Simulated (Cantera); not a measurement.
A closed system holds: 1 mol SiH2Cl2, 3.1 mol NH3, equilibrated at 0.100 bar.

Method: chemical equilibrium by Gibbs-energy minimisation in Cantera with the NASA 1993 tables (ideal gas, pure condensed phases). Candidate condensed phases: NH4Cl, Si, Si3N4; 28 gas species. The tables' values for SiCl3, SiCl, SiN are old estimates; treat these amounts as uncertain. Gases not in the tables: Si2H6 and higher silanes. Kinetics and transport are ignored.

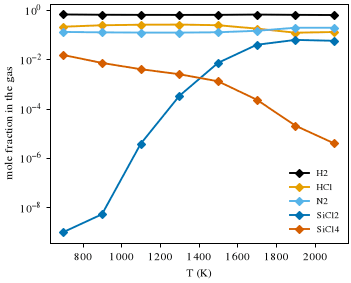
Equilibrium gas composition (values under 1e-9 drawn at 1e-9)

### Question
Read off the mole fractions at 900 K.

### Answer
H2 about 0.63, HCl about 0.24, N2 about 0.12, SiCl4 about 0.0071.
